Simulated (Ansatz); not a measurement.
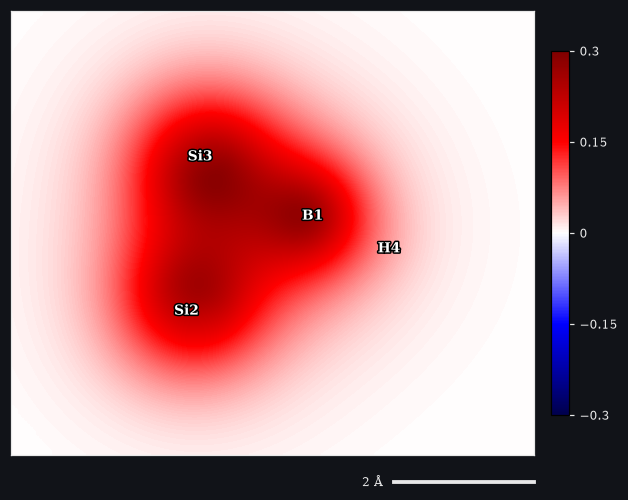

Figure 1: BHSi₂. The HOMO−1 on a plane 0.8 Å above the molecular plane (values in Å⁻³ᐟ²; the overall sign is arbitrary).

Geometry: B3LYP/6-31G*.

All numbers below come from Ansatz, isolated molecule in a Gaussian basis; Kohn-Sham density functional theory, functional PBE0.

Q: Where does this orbital lie, and at what energy?

A: It lies mainly on Si3 (about 40 %), Si2 (about 35 %) and B1 (about 25 %); it changes sign across the molecular plane (π type); π-bonding across B1–Si3 and Si2–Si3. Its energy is −6.87 eV.
